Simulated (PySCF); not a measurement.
## Electronic structure of C4H4OS (SMILES Sc1ccco1) in real space

Input

```
{"job": {"kind": "nmr", "xc": "PBE0", "basis": "pcSseg-1", "pop": false}, "charge": 0, "multiplicity": 1}
S      2.584399    -0.279851     0.093917
C      0.840000    -0.140205     0.035815
C     -0.138282    -1.072464     0.219935
C     -1.359714    -0.373736     0.049085
C     -1.029450     0.915173    -0.222568
O      0.313092     1.068630    -0.233115
H      2.788392     1.006630    -0.178409
H     -0.000081    -2.108913     0.444539
H     -2.345346    -0.784816     0.120367
H     -1.617480     1.788169    -0.419676
```

Command:

```sh
OMP_NUM_THREADS=1 python ens_run.py task.json out
```

Geometry: GFN2-xTB.

All numbers below come from PBE0/pcSseg-1, SCF density, gas phase, non-relativistic (PySCF 2.14.0).

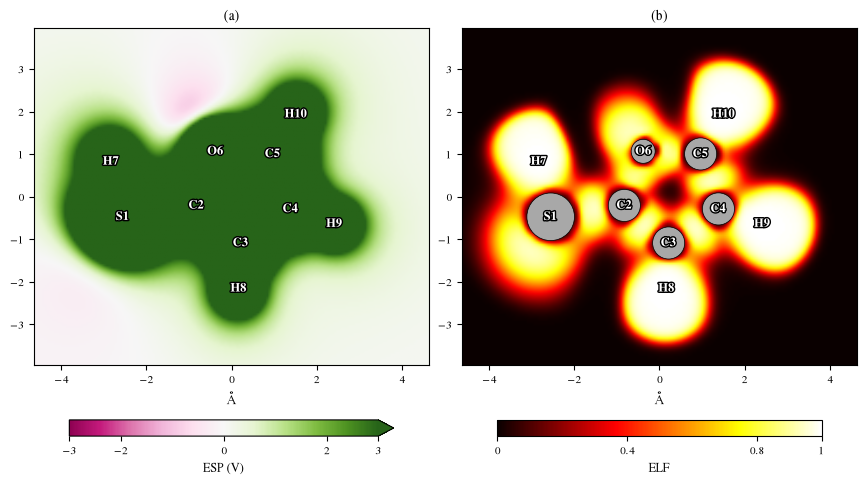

Figure 1. (a) molecular electrostatic potential; (b) electron localisation function on the molecular plane. Grey discs cover the atomic cores in the ELF map.

Q: Describe what can be read from this map.

A: Atoms in the plane: S, C, O and H.
C–O (1.35 Å): the ELF peaks at about 0.90 between the atoms (a shared but strongly polarised pair).
C–C (1.36 Å): the ELF peaks at about 0.95 between the atoms, as expected for a covalent bond.
C–S (1.75 Å): the ELF peaks at about 0.95 between the atoms (localised, covalent bonding).
C–H (1.07 Å): the ELF climbs to about 1 towards the hydrogen, as it does in any bond to H (an ordinary covalent bond to hydrogen).
C–C (1.42 Å): the ELF peaks at about 0.95 between the atoms (localised, covalent bonding).
The ELF also peaks beside S1 and O6, away from the bonds: lone-pair regions.
Outside the dense part of the molecule the potential is most negative (−0.8 V) near O6.

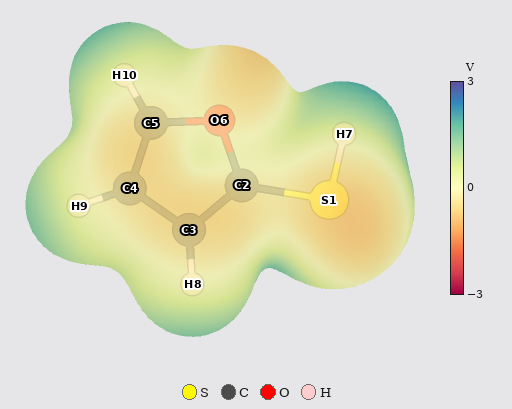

Figure 2. The electrostatic potential painted on the density surface at 0.004 e/bohr³, seen across its widest extent; the colour scale runs from red (negative) to blue (positive).

Q: Where is the surface potential most negative and most positive?

A: The most negative region (about −0.9 V) lies over S1, the most positive (about +2.0 V) over H7.

Q: What dipole moment does the calculation give?

A: Its dipole moment is 0.87 D.
